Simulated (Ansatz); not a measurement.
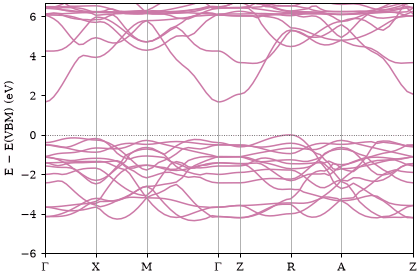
Fig. 1. Band structure from the program Ansatz at the r²SCAN+D4 level (PAW)

Q: Read off the gap and where the band edges lie.

A: About 1.7 eV (1.67 eV by a search for the band edges); maximum at R, minimum at Γ.

The material is LaBi2ClO4 in space group P4/mmm (No. 123; La on 1a, Bi on 2h, Cl on 1b, O on 4i).

The workflow started from a Materials Project entry (that database holds measured and hypothetical structures alike); the Crystallography Open Database copy checked does not list it. Its standing as an ambient phase is unchecked. The cell was relaxed with r²SCAN+D4 under the symmetry of its start; its stability against distortions is not shown here. Scalar-relativistic: spin–orbit coupling is off unless named, which matters more the heavier the elements.

Potentials: the later of the program's two PAW sets.
